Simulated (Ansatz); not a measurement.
Amorphous Si30N40Ru

The cell was made by melting and quenching with the CHGNet potential and then relaxed with DFT. N atoms were pushed apart under 1.9 Å during the dynamics, to hinder bonds among them. The hot cell started wider than the set density and was brought back towards it in steps. It is the lowest in DFT energy of 2 quenches. It is a model cell: composition and starting density were chosen by hand, and all elements were melted together. No dispersion term was used.

Methods: PBE, scalar-relativistic without spin-orbit coupling (Ansatz, a program for electronic structure); r2SCAN, scalar-relativistic without spin-orbit coupling (Ansatz); HSE06, scalar-relativistic without spin-orbit coupling (Ansatz). Geometry, pressure, stress and energy are those of the PBE run. Its sampling: a 2×2×2 Γ-centred mesh; Fermi-Dirac width 0.01 eV; collinear spin, started from moments on atoms; no Hubbard U, moments started parallel, and no other order was tried (the moments died out). Other functionals are single points at the zone centre (r2SCAN at 500 eV; exact exchange cut at the cell's faces), free to take moments where seeds were set. At PBE the levels at the filled edge of the gap are localised (band-tail or defect states), and the nearest spread-out levels lie 3.3 eV apart at the zone centre.

```json
{
  "number_of_atoms_in_the_cell": "71",
  "Density (held, not predicted)": "3.12 g/cm^3",
  "volume_per_atom": "11.28 Å^3",
  "Pressure on a 2×2×2 Γ-centred mesh": "6.66 GPa",
  "Largest force and stress component on that mesh (the relaxation ran on the zone centre alone)": "0.10 eV/Å and 6.7 GPa",
  "Energy relative to beta Si3N4 + hcp Ru (lowest mix at this level among the phases computed, not always the ambient ones)": "0.397 eV/atom",
  "Level gap on a 2×2×2 Γ-centred mesh (PBE)": "0.86 eV",
  "Level gap at the zone centre (PBE)": "0.90 eV",
  "Level gap at the zone centre (r2SCAN)": "1.21 eV",
  "Level gap at the zone centre (HSE06)": "2.24 eV",
  "net_moment": "0.00 μB"
}
```

Bonds are counted up to Si-Si 2.60 Å, Si-N 2.30 Å, Si-Ru 2.83 Å, N-N 1.70 Å, N-Ru 2.39 Å, Ru-Ru 3.21 Å. Two cations that share two anions don't count as bonded, nor two that share one unless they lie closer than Si-Si 2.38 Å, Si-Ru 2.75 Å, Ru-Ru 3.12 Å.

```json
{
 "Mean coordination of Si by anions": "4.03 (1 with 3, 27 with 4, 2 with 5); 1 close contacts or bonds to cations besides",
 "Mean coordination of N": "3.12 (1 with 2, 33 with 3, 6 with 4)",
 "Mean coordination of Ru by anions": "4.00 (1 with 4); 1 close contacts or bonds to cations besides",
 "Mean Si-N bond": "1.754 Å (spread 0.071 Å, 121 counted)",
 "Mean N-Ru bond": "2.189 Å (spread 0.066 Å, 4 counted)"
}
```

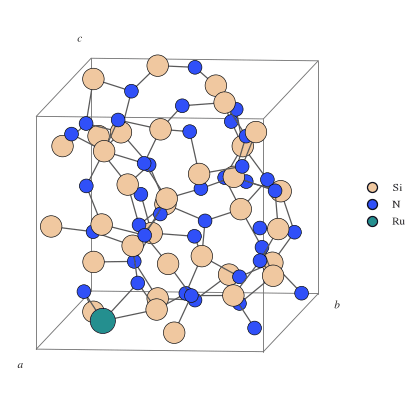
The relaxed cell

Its density started from a set value of 3.12 g/cm³. The simulated quench (nominally 380 K/ps over its main leg) is rapid and tends to freeze in more defects than a deposited or slowly cooled glass has. A cell of this size samples the disorder only roughly. The volume was held where the preparation left it and the shape relaxed, at a PBE pressure of 6.7 GPa. Stress components on the final sampling reach 6.7 GPa.
